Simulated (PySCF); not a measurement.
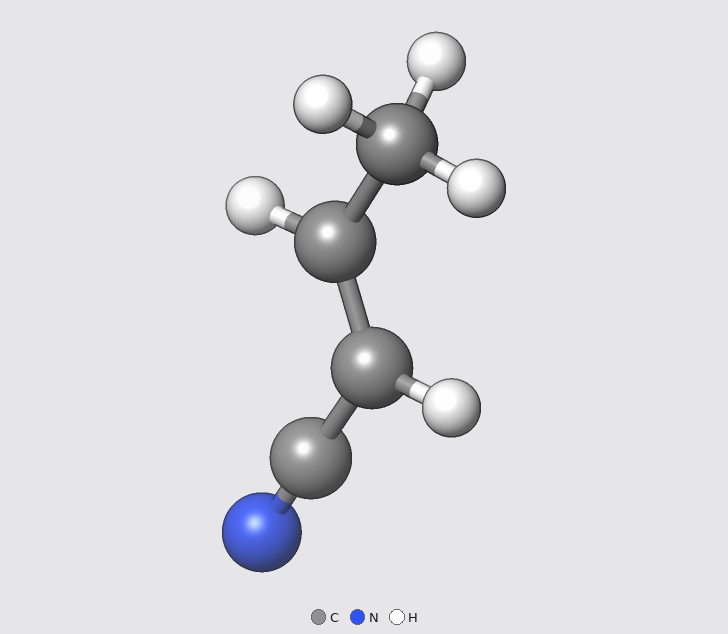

The picture shows a molecular structure as a ball-and-stick model. Every bond is drawn as one stick, whatever its order.

Computed geometry: GFN2-xTB optimisation. No frequency run is at hand to confirm it as a minimum.

Question: Which formula does it have?

Answer: C₄H₅N, 10 atoms: 4 carbon, 5 hydrogen and 1 nitrogen.

Question: Which point group does it belong to?

Answer: Cs.

Question: Count the bonded pairs by element.

Answer: 5 C–H, 3 C–C, 1 C–N.

Question: Describe its rings.

Answer: It has no ring.

More results for the same structure follow; atom numbers are the same in all pictures, views and colours differ.

**Charges**

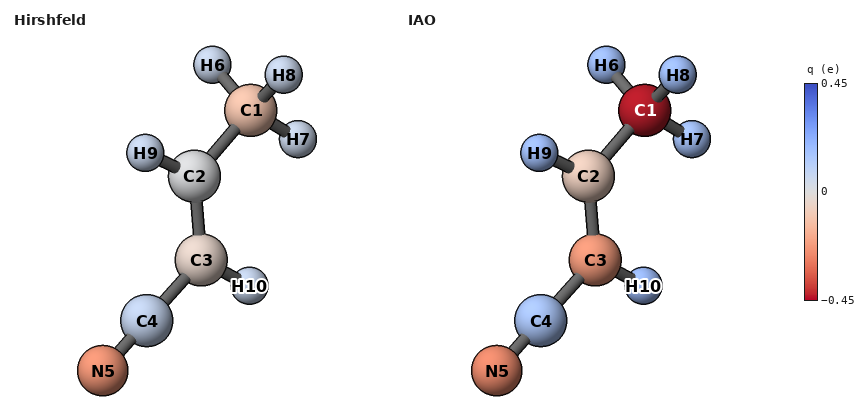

Atomic charges of one calculation by 2 schemes, on one colour scale. No frequency run is at hand to confirm it as a minimum. Level of theory: PBE0/pcSseg-1 (PySCF 2.14.0).

Question: Which scheme gives the most polar picture (largest mean size of the charges)?

Answer: The IAO charges are the largest in size here.

Question: On which atom do the schemes disagree most?

Answer: On C1 (from −0.43 to −0.11 e).

List the charges (e), one line for each set of equivalent atoms.

```csv
atom,Hirshfeld,IAO
C1,−0.11,−0.43
C2,0.01,−0.07
C3,−0.04,−0.21
C4,0.07,0.14
N5,−0.23,−0.25
"H6, H8",0.06,0.16
H7,0.05,0.15
H9,0.06,0.16
H10,0.07,0.17
```

**Electronic properties**

No frequency run is at hand to confirm it as a minimum. Method: B3LYP/pcJ-1, gas phase (PySCF 2.14.0).

Question: Give the dipole moment at this level.

Answer: 4.71 D.

Question: Estimate the HOMO–LUMO gap.

Answer: 6.22 eV.

Question: Give the HOMO energy (Kohn–Sham orbital) at this level.

Answer: −7.74 eV.

**NMR shielding**

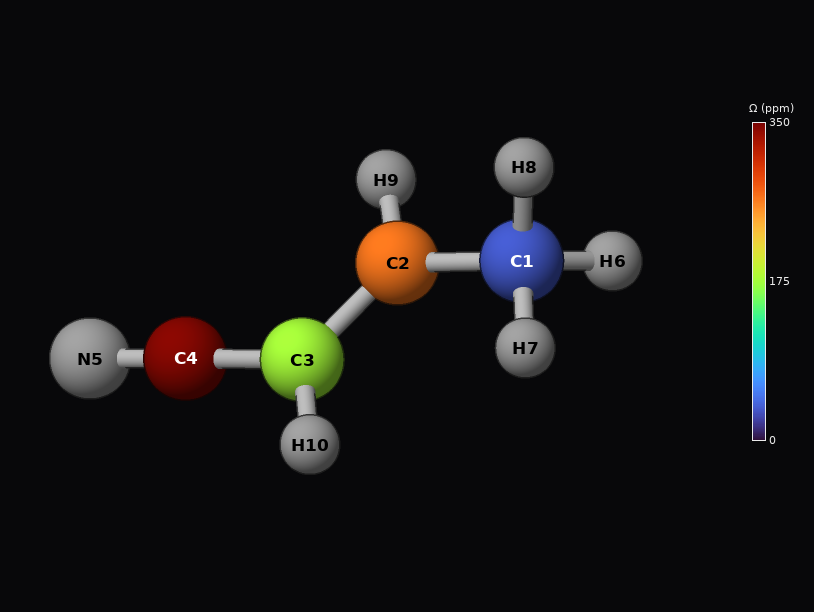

The C atoms are coloured by the span of their shielding tensor. No frequency run is at hand to confirm it as a minimum. Level of theory: GIAO PBE0/pcSseg-1 NMR shielding, non-relativistic, gas phase (PySCF 2.14.0). Principal shieldings σ11 ≤ σ22 ≤ σ33, span Ω = σ33 − σ11, skew κ = 3(σiso − σ22)/Ω.

Question: Which C atom has the most anisotropic shielding?

Answer: C4, with a span of 344 ppm.

Give the shielding tensors of the C atoms.

| atom | σ11 | σ22 | σ33 | σiso | Ω | κ |
| --- | --- | --- | --- | --- | --- | --- |
| C1 | 147.6 | 158.3 | 184.1 | 163.3 | 36.5 | 0.41 |
| C2 | −103.9 | 18.9 | 161.5 | 25.5 | 265.4 | 0.07 |
| C3 | −23.9 | 110.0 | 152.7 | 79.6 | 176.6 | −0.52 |
| C4 | −51.4 | −47.5 | 293.0 | 64.7 | 344.4 | 0.98 |

Shieldings and span in ppm.
